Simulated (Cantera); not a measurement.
A closed system holds: 1 mol c-C4F8, 9.8 mol H2, equilibrated at 2152 °C.

These are equilibrium values from Cantera (NASA tables, ideal gas, pure condensed phases), not measurements of a reactor. Candidate condensed phases: C, C6H6, C7H8, C8H18; 95 gas species. The feed counts by its element totals alone. The numbers say what is thermodynamically allowed, not how fast it happens.

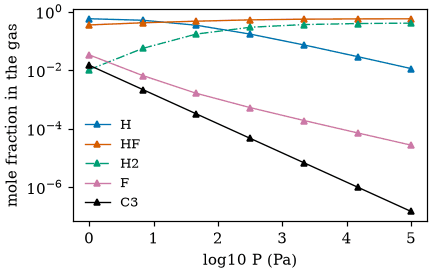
Equilibrium gas composition (values under 1e-9 drawn at 1e-9)

From 1.00 Pa to 1.00 bar the condensed part is C(graphite). The main C-bearing gas is C3 at 1.00 Pa and C2H2 (acetylene) at 1.00 bar. The share of C in condensed phases is highest at 46.0 Pa (98.2 %) and lowest at 1.00 Pa (71.8 %).
